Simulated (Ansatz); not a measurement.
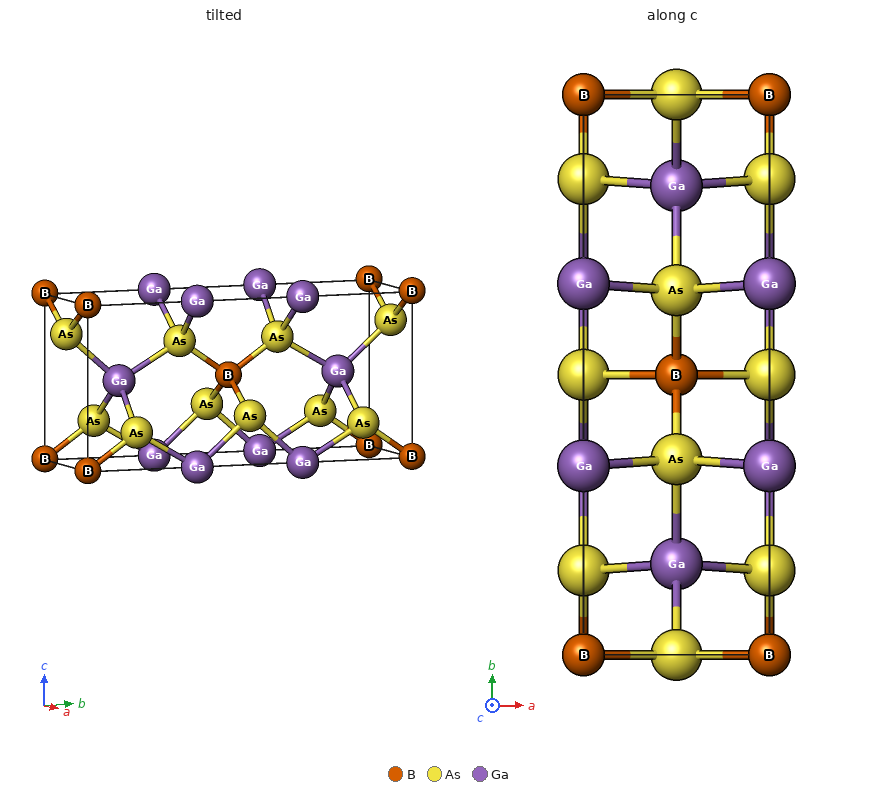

The image is a ball-and-stick drawing of a crystal, viewed slightly off an axis and along the c axis. The conventional unit cell is drawn as a box.

Ga₂BAs₃, space group Imm2 (No. 44), a = 3.773 Å, b = 11.367 Å, c = 5.431 Å, α = 90.00°, β = 90.00°, γ = 90.00°. The initial geometry was a structure type filled with these elements by a generator (whether the compound takes this form wasn't checked). Earlier steps of the study, as a rule a relaxation of our own, may have changed the cell and positions, so they can lie some per cent off the listed ones. It was run through Ansatz as a DFT input.

This one geometry was computed with Ansatz (DFT, plane waves, PAW) at five levels of theory: PBE, HSE06, r2SCAN, PBE0 and PBE with spin-orbit coupling. It was relaxed beforehand with r2SCAN.

> Which level gives the highest pressure at this volume, and what does that say about its equilibrium volume?

Highest: PBE (2.6 GPa) and PBE with spin-orbit coupling (2.6 GPa), which points to the largest equilibrium volume. Lowest, with the smallest volume: HSE06 (0.2 GPa), r2SCAN (0.0 GPa) and PBE0 (0.0 GPa). Levels within 0.5 GPa of each other can't be told apart.

> How does the band gap change with the level of theory?

PBE with spin-orbit coupling: a gap of 0.51 eV, indirect; PBE: a gap of 0.55 eV, indirect; r2SCAN: a gap of 0.79 eV, indirect; HSE06: a gap of 1.21 eV, indirect; PBE0: a gap of 1.84 eV, indirect.

> Collect the results in a table.

| level | cutoff (eV) | k-mesh of the run's cell | gap (eV) | pressure (GPa) |
| --- | --- | --- | --- | --- |
| PBE | 420 | 8×8×8 | 0.55 | 2.6 |
| HSE06 | 420 | 6×6×6 | 1.21 | 0.2 |
| r2SCAN | 500 | 8×8×8 | 0.79 | 0.0 |
| PBE0 | 420 | 6×6×6 | 1.84 | 0.0 |
| PBE with spin-orbit coupling | 420 | 8×8×8 | 0.51 | 2.6 |

Gaps are taken on the k-mesh or band path of each run.
